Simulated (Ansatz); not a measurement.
# N2H3 (hydrazinyl radical) at U-r2SCAN0/def2-TZVP

What is the electronic atomisation energy of N2H3 (hydrazinyl radical) at U-r2SCAN0/def2-TZVP? 

The results are computed with Ansatz 0.2.0.

28 further runs of the same task are left out: 28 set aside as unsound or not needed.

## (1) Starting point

The species is N2H3 (5 atoms), meant as a doublet with charge 0. SMILES: `[NH]N`. The coordinates come from a PBE0-D4/def2-TZVP relaxation. This is one conformer, not always the lowest.

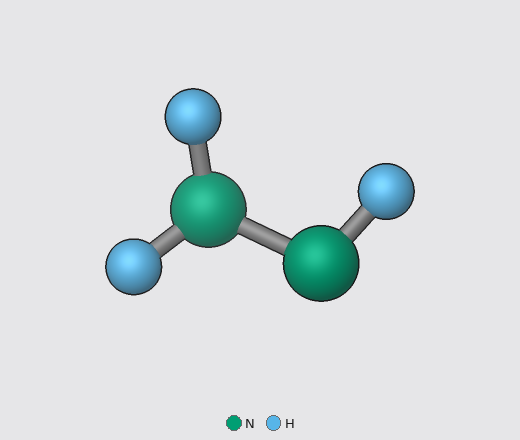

The structure, seen from a chosen angle (nitrogen teal, hydrogen blue).

## (2) The energy at U-r2SCAN0/def2-TZVP

File molecule.yaml:

```yaml
crystal:
  periodic: [false, false, false]
  atoms:
    - {symbol: "N", position_ang: [-0.187600, -0.818050, 0.454040]}
    - {symbol: "N", position_ang: [-0.128660, 0.235610, -0.368450]}
    - {symbol: H, position_ang: [0.759840, -0.951450, 0.811270]}
    - {symbol: H, position_ang: [-1.030950, 0.592300, -0.640030]}
    - {symbol: H, position_ang: [0.587360, 0.941580, -0.256830]}
basis:
  gaussian:
    orbitals: def2-TZVP
accuracy: high
output: {orbitals: {seedname: orbitals}}
hamiltonian:
  xc: {name: r2SCAN0}
magnetization:
  spin_polarized: true
  initial_magnetization: 1
```

The run is started by

```console
$ ansatz run molecule.yaml --threads 1 --pin off --max-ram 3480MiB --events-out events.jsonl --progress --plain --runs-dir runs
```

What it wrote:

```text
Warning: RAYON_NUM_THREADS=1 ignored (pool sized by the plan → 1); use --threads N
Functional definition: r2SCAN0
  name "r2SCAN0"
  parameter a = 0.25
  parameter k0 = 0.174
  parameter k1 = 0.065
  parameter a1 = 4.9479
  exchange = (1 - a)*r2scan_x(k0 = k0, k1 = k1, a1 = a1) + a*exact_x
  correlation = r2scan_c
1425 factors; integrals over basis functions are off by at most 3.0e-9 eV
mean field evaluation 1: about -3022.2952 eV, gradient 3.0e1 eV
mean field evaluation 2: about -3021.8294 eV, gradient 3.2e1 eV
mean field evaluation 4: about -3025.8514 eV, gradient 1.2e0 eV
mean field evaluation 8: about -3025.8747 eV, gradient 4.6e-2 eV
mean field evaluation 16: about -3025.8748 eV, gradient 1.1e-4 eV
mean field -3025.87475381 eV, -111.1988461908 hartree, gradient 3.0e-8 eV, S^2 0.757435; 0 other end points of the search recorded, 0 dependent functions left out
reference -3025.87475501 eV, -111.1988462349 hartree; 9, 8 occupied and 71, 72 virtual orbitals, 1425 factors
Total energy: -3025.87475501 eV, -111.1988462349 hartree
```

Wall time 8.4 s (1 thread of Arm Neoverse V1, shared host); peak memory 0.28 GiB.

## (3) The H atom, same level

File input.yaml:

```yaml
crystal:
  periodic: [false, false, false]
  atoms:
    - symbol: H
      position_ang: [0.000000, 0.000000, 0.000000]
basis:
  gaussian:
    orbitals: def2-TZVP
magnetization:
  spin_polarized: true
  initial_magnetization: 1
hamiltonian:
  xc: {name: r2SCAN0}
accuracy: high
```

Run the same way, it converges to -0.49987 Eh (log not shown).

## (4) The N atom at the same level

File molecule.yaml:

```yaml
crystal:
  periodic: [false, false, false]
  atoms:
    - {symbol: N, position_ang: [0.000000, 0.000000, 0.000000]}
basis:
  gaussian:
    orbitals: def2-TZVP
total_charge: 0
magnetization:
  spin_polarized: true
  initial_magnetization: 3
hamiltonian:
  xc: {name: r2SCAN0}
accuracy: high
```

Run the same way, it converges to -54.58145 Eh (log not shown).

## (5) Results

Level: U-r2SCAN0/def2-TZVP.

| quantity | value |
| --- | --- |
| molecule: total energy | -111.19885 Eh |
| molecule: HOMO energy (highest over α and β) | -5.78 eV |
| molecule: LUMO energy (lowest over α and β) | -0.21 eV |
| molecule: ⟨S²⟩ | 0.757 |
| H atom: total energy | -0.49987 Eh |
| H atom: ⟨S²⟩ | 0.750 |
| N atom: total energy | -54.58145 Eh |
| N atom: ⟨S²⟩ | 3.755 |
| electronic atomisation energy | 14.595 eV |

In words: Taking the molecule apart into free atoms costs 14.59 eV (337 kcal/mol), before zero-point energy and without spin-orbit coupling.
